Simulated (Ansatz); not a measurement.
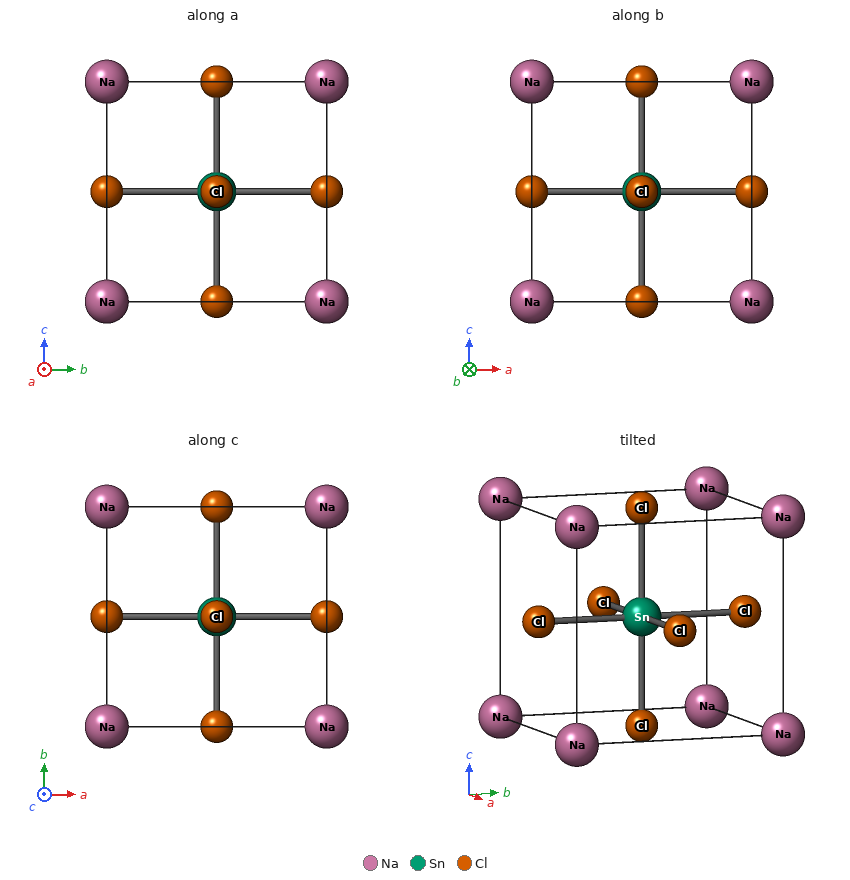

Drawn in the ball-and-stick manner and seen along the a axis, along the b axis, along the c axis and slightly off an axis. One conventional unit cell is framed, with atoms on its boundary repeated.

Lattice parameters: a = 5.528 Å, b = 5.528 Å, c = 5.528 Å, α = 90.00°, β = 90.00°, γ = 90.00°.

Give the structure in the form of a table of Wyckoff sites.

Space group Pm-3m (No. 221).
| atom | site | x | y | z |
| --- | --- | --- | --- | --- |
| Na | 1a | 0.0000 | 0.0000 | 0.0000 |
| Sn | 1b | 0.5000 | 0.5000 | 0.5000 |
| Cl | 3c | 0.5000 | 0.5000 | 0.0000 |

The structure was taken from a structure type filled with these elements by a generator (whether the compound takes this form wasn't checked). Earlier steps of the study may have refined or changed the cell and positions. Ansatz was used for an electronic-structure calculation on it.
